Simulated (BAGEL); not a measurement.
# CH3AlCl (SMILES [CH3][Al][Cl]) at UHF/STO-3G (density fitting with qzvpp-jkfit)

Aim: the vertical ionisation energy of CH3AlCl at UHF/STO-3G (density fitting with qzvpp-jkfit), from 2 runs. 

The calculation is run with BAGEL 1.2.2.

2 further runs of the same task are left out: 2 set aside as unsound or not needed.

### Step 1. The molecule

The species is CH3AlCl (6 atoms), meant as a doublet with charge 0. As SMILES, `[CH3][Al][Cl]`. Geometry: relaxed at PBE0-D4/def2-TZVP.

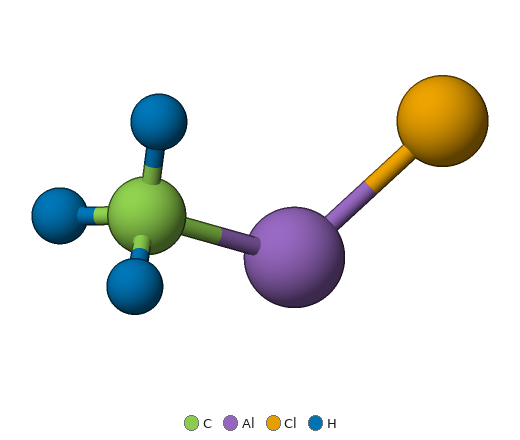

The structure, seen from a chosen angle (carbon green, aluminium purple, chlorine amber, hydrogen blue).

### Step 2. A single-point energy at UHF/STO-3G (density fitting with qzvpp-jkfit)

input.json reads:

```json
{ "bagel": [

{
  "title": "molecule",
  "basis": "sto-3g",
  "df_basis": "qzvpp-jkfit",
  "angstrom": "true",
  "geometry": [
    { "atom": "C", "xyz": [      -0.441400,       0.449000,      -0.287200 ] },
    { "atom": "Al", "xyz": [       0.123100,      -1.352900,       0.254500 ] },
    { "atom": "Cl", "xyz": [       2.028600,      -1.546300,       1.168800 ] },
    { "atom": "H", "xyz": [       0.335300,       1.177300,      -0.041400 ] },
    { "atom": "H", "xyz": [      -1.368200,       0.727800,       0.222100 ] },
    { "atom": "H", "xyz": [      -0.635200,       0.481000,      -1.363100 ] }
  ]
},

{
  "title": "uhf",
  "nopen": 1
},

{
  "title": "print",
  "file": "orbitals.molden",
  "orbitals": "true"
}

]}
```

Run with:

```bash
$ BAGEL_NUM_THREADS=1 BAGEL input.json > input.out
```

The program printed:

```text
* using 1 threads per process

  ===============================================================
  ===============================================================

  *** Geometry ***

  { "atom" : "C", "xyz" : [     -0.834125,      0.848487,     -0.542729 ] },
  { "atom" : "Al", "xyz" : [      0.232625,     -2.556610,      0.480935 ] },
  { "atom" : "Cl", "xyz" : [      3.833498,     -2.922084,      2.208712 ] },
  { "atom" : "H", "xyz" : [      0.633625,      2.224775,     -0.078235 ] },
  { "atom" : "H", "xyz" : [     -2.585523,      1.375343,      0.419708 ] },
  { "atom" : "H", "xyz" : [     -1.200354,      0.908958,     -2.575886 ] },

  Number of auxiliary basis functions:      385

  Since a DF basis is specified, we compute 2- and 3-index integrals:
    o Being stored without compression. Storage requirement is 0.002 GB

  Number of basis functions:       26
  Number of electrons      :       39

    * METHOD: MOLECULE                             0.09

  *** Open-shell HF ***

  === Nuclear Repulsion ===
   116.1503370439

      * DIIS with orbital gradients will be used.

  === UHF iteration (sto-3g) ===
      0       -732.74843846          0.01859534           0.02
      1       -732.79693962          0.00453698           0.02
      2       -732.80273945          0.00222634           0.02
      3       -732.80471310          0.00075393           0.02
      4       -732.80501865          0.00024894           0.02
      5       -732.80507824          0.00007430           0.02
      6       -732.80509452          0.00002765           0.02
      7       -732.80509848          0.00000713           0.02
      8       -732.80509886          0.00000224           0.02
      9       -732.80509893          0.00000048           0.02
     10       -732.80509894          0.00000023           0.02
     11       -732.80509895          0.00000008           0.02
     12       -732.80509895          0.00000004           0.02
     13       -732.80509895          0.00000002           0.02
     14       -732.80509895          0.00000000           0.02
    * SCF iteration converged.

    * S^2 (UHF) is 0.7565

    * Permanent dipole moment:
           (    1.467060,     0.356235,     0.625487) a.u.

    * METHOD: UHF                                  0.38

    * METHOD: PRINT                                0.00

  ===============================================================
```

Run time: 0.6 s. Hardware: 1 thread of Arm Neoverse V1, shared host.

### Step 3. The singlet cation

input.json reads:

```json
{ "bagel" : [

{
  "title" : "molecule",
  "basis" : "sto-3g",
  "df_basis" : "qzvpp-jkfit",
  "angstrom" : true,
  "geometry" : [
    { "atom" : "C", "xyz" : [   -0.441400,    0.449000,   -0.287200 ] },
    { "atom" : "Al", "xyz" : [    0.123100,   -1.352900,    0.254500 ] },
    { "atom" : "Cl", "xyz" : [    2.028600,   -1.546300,    1.168800 ] },
    { "atom" : "H", "xyz" : [    0.335300,    1.177300,   -0.041400 ] },
    { "atom" : "H", "xyz" : [   -1.368200,    0.727800,    0.222100 ] },
    { "atom" : "H", "xyz" : [   -0.635200,    0.481000,   -1.363100 ] }
  ]
},
{
  "title" : "hf",
  "charge" : 1
},
{
  "title" : "print",
  "file" : "orbitals.molden",
  "orbitals" : true
}

]}
```

Run with:

```bash
$ BAGEL_NUM_THREADS=1 BAGEL input.json > input.out
```

The program printed:

```text
* using 1 threads per process

  ===============================================================
  ===============================================================

  *** Geometry ***

  { "atom" : "C", "xyz" : [     -0.834125,      0.848487,     -0.542729 ] },
  { "atom" : "Al", "xyz" : [      0.232625,     -2.556610,      0.480935 ] },
  { "atom" : "Cl", "xyz" : [      3.833498,     -2.922084,      2.208712 ] },
  { "atom" : "H", "xyz" : [      0.633625,      2.224775,     -0.078235 ] },
  { "atom" : "H", "xyz" : [     -2.585523,      1.375343,      0.419708 ] },
  { "atom" : "H", "xyz" : [     -1.200354,      0.908958,     -2.575886 ] },

  Number of auxiliary basis functions:      385

  Since a DF basis is specified, we compute 2- and 3-index integrals:
    o Being stored without compression. Storage requirement is 0.002 GB

  Number of basis functions:       26
  Number of electrons      :       39

    * METHOD: MOLECULE                             0.09

  *** RHF ***

  === Nuclear Repulsion ===
   116.1503370439

      * DIIS with orbital gradients will be used.

  === RHF iteration (sto-3g) ===
      0       -732.52842097          0.01604277           0.01
      1       -732.61259587          0.00377663           0.01
      2       -732.61628036          0.00094431           0.01
      3       -732.61672267          0.00029919           0.01
      4       -732.61675920          0.00008735           0.01
      5       -732.61676416          0.00001979           0.01
      6       -732.61676436          0.00000431           0.01
      7       -732.61676437          0.00000086           0.01
      8       -732.61676437          0.00000019           0.01
      9       -732.61676437          0.00000006           0.01
     10       -732.61676437          0.00000002           0.01
     11       -732.61676437          0.00000000           0.01
    * SCF iteration converged.

    * Permanent dipole moment:
           (    2.570030,     0.748333,     1.076461) a.u.

    * METHOD: HF                                   0.20

    * METHOD: PRINT                                0.00

  ===============================================================
```

It took 0.42 s on 1 thread of Arm Neoverse V1, shared host.

### Step 4. Outcome

At UHF/STO-3G (density fitting with qzvpp-jkfit):

| quantity | value |
| --- | --- |
| doublet CH3AlCl: total energy | -732.80510 Eh |
| doublet CH3AlCl: dipole moment | 4.15 D |
| doublet CH3AlCl: ⟨S²⟩ | 0.756 |
| singlet cation: total energy | -732.61676 Eh |
| singlet cation: HOMO energy | -16.06 eV |
| singlet cation: LUMO energy | -4.36 eV |
| singlet cation: HOMO–LUMO gap | 11.70 eV |
| vertical ionisation energy (to the singlet cation) | 5.125 eV |

**Reading.** The vertical ionisation energy comes to 5.12 eV (494 kJ/mol). Only the singlet of the ionised species was computed; a triplet could lie lower. In a minimal basis such a difference can be off by several eV, whatever the method.
